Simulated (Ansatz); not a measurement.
# CH6GeN2: a ladder of functionals and wavefunction methods

Aim: compute CH6GeN2 with functionals from several rungs and with coupled cluster. The yardstick is the atomisation energy at the CCSD(T) limit.

Computed with Ansatz 0.2.0, Gaussian basis. Level: functionals in def2-TZVPP, the program's frozen cores in correlated methods.

The runs, in order: PBE-D4, r2SCAN-D4, PBE0-D4, B3LYP-D4, ωB97X-V, ωB97M-V, B2PLYP; CCSD(T)/def2-TZVPP; MP2/def2-QZVPP; extrapolation to the limit.

### Step 1. The geometry

All runs share one geometry, relaxed beforehand with PBE0-D4 in a triple-zeta def2 set.

SMILES `C=[N][GeH2][NH2]`, 10 atoms, charge 0, spin multiplicity 1.

Atoms are counted from 1 here; the program's logs count them from 0.

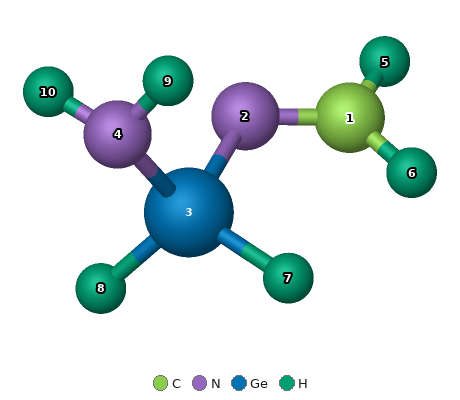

The geometry (carbon green, nitrogen purple, germanium blue, hydrogen teal); atoms are numbered from 1 in the order of the file.

As a file:

```
atom    x (Å)    y (Å)    z (Å)
  C1  -1.5184   0.5718  -1.1712
  N2  -1.1847   0.2369  -0.0056
 Ge3   0.3941  -0.7400   0.2337
  N4   1.5724   0.1236   1.3335
  H5  -2.4353   1.1521  -1.3346
  H6  -0.9507   0.3255  -2.0854
  H7   1.0727  -0.9306  -1.1418
  H8   0.0042  -2.0579   0.9144
  H9   1.8934   1.0152   0.9823
 H10   1.2356   0.2523   2.2777
```

### Step 2. PBE-D4 (GGA)

File in.yaml:

```yaml
crystal:
  periodic: [false, false, false]
  atoms:
    - {symbol: C, position_ang: [-1.518449, 0.571815, -1.171247]}
    - {symbol: N, position_ang: [-1.184654, 0.236930, -0.005592]}
    - {symbol: Ge, position_ang: [0.394077, -0.740037, 0.233674]}
    - {symbol: N, position_ang: [1.572360, 0.123618, 1.333477]}
    - {symbol: H, position_ang: [-2.435319, 1.152111, -1.334602]}
    - {symbol: H, position_ang: [-0.950654, 0.325488, -2.085432]}
    - {symbol: H, position_ang: [1.072693, -0.930619, -1.141773]}
    - {symbol: H, position_ang: [0.004186, -2.057875, 0.914404]}
    - {symbol: H, position_ang: [1.893354, 1.015216, 0.982251]}
    - {symbol: H, position_ang: [1.235605, 0.252252, 2.277740]}
basis:
  gaussian: {orbitals: def2-TZVPP}
hamiltonian: {xc: pbe, dispersion: d4}
output: {forces: true, orbitals: {seedname: orbitals}}
```

On the command line:

```console
ansatz run in.yaml --threads 4 --pin off --events-out ev --progress --plain --max-ram 10444MiB
```

The runs that follow: r2SCAN-D4 (meta-GGA); PBE0-D4 (hybrid); B3LYP-D4 (hybrid); ωB97X-V (range-separated); ωB97M-V (range-separated); B2PLYP (double hybrid); CCSD(T) in def2-TZVPP; MP2 in def2-QZVPP.

**Question.** What will the summary of the whole plan be? Wanted: atomisation energy, CCSD(T)/CBS; farthest; mean size of error, hybrid; mean size of error, range-separated; gap, smallest and largest; T1 diagnostic; triples share of the correlation energy.

As calculated:

| quantity | value |
| --- | --- |
| atomisation energy, CCSD(T)/CBS | 809.1 kcal/mol |
| functionals within 8.1 kcal/mol (1.0 %) | r2SCAN-D4, PBE0-D4, B3LYP-D4, ωB97X-V, ωB97M-V |
| farthest | PBE-D4 (+15.6 kcal/mol) |
| mean size of error, hybrid | 2.9 kcal/mol |
| mean size of error, range-separated | 2.1 kcal/mol |
| gap, smallest and largest | 3.74 eV (PBE-D4), 10.94 eV (ωB97X-V) |
| T1 diagnostic | 0.0120 |
| triples share of the correlation energy | 4.0 % |

**Reading.** PBE-D4 is off by +15.6 kcal/mol. Double hybrids carry the basis error of their MP2 part in triple zeta, and no dispersion term here, so their miss is partly the set-up's. The reference freezes the cores and leaves out relativity and excitations past (T), and its outer-core shells are covered unevenly, so misses under about 8.1 kcal/mol can't be ranked. Hartree-Fock recovers 67 % of the binding; the rest is correlation. The gap grows from 3.7 to 10.9 eV across the functionals, mostly with the share of exact exchange. Correlated methods include outer-core shells of Ge, which these sets cover unevenly.
